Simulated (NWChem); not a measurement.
**How basis sets differ on ZrO (SMILES [O][Zr])**

ZrO, singlet, SMILES `[O][Zr]`. Each level relaxes the structure for itself.

Quantity: the equilibrium bond length, in Å. The values are calculated.

```tsv
level	kind	program	value (Å)
SVWN5/def2-SVP (core potential)	LDA	NWChem	1.738
SVWN5/def2-TZVPD (core potential)	LDA	NWChem	1.739
SVWN5/def2-SVPD (core potential)	LDA	NWChem	1.744
SVWN5/def2-TZVP (core potential)	LDA	NWChem	1.738
```

The values span 1.738 to 1.744 Å.

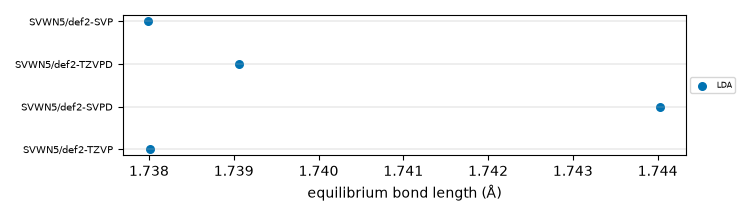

The values of the table, level by level.
